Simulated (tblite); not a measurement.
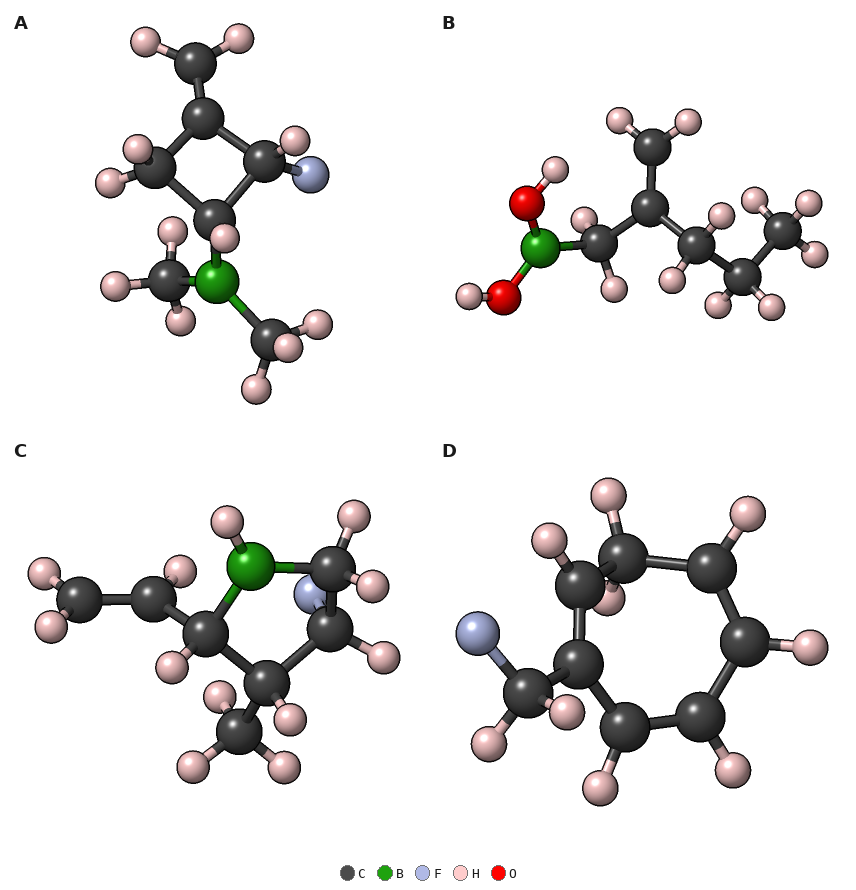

Source: calculation with tblite.

Which panel belongs to which SMILES?
(1) C=C(CCC)CB(O)O
(2) C=C1C[C@@H](B(C)C)[C@H]1F
(3) C=C[C@@H]1BC[C@H](F)[C@@H]1C
(4) FCC1=CCC=CC=C1

A is (2), B is (1), C is (3), D is (4).
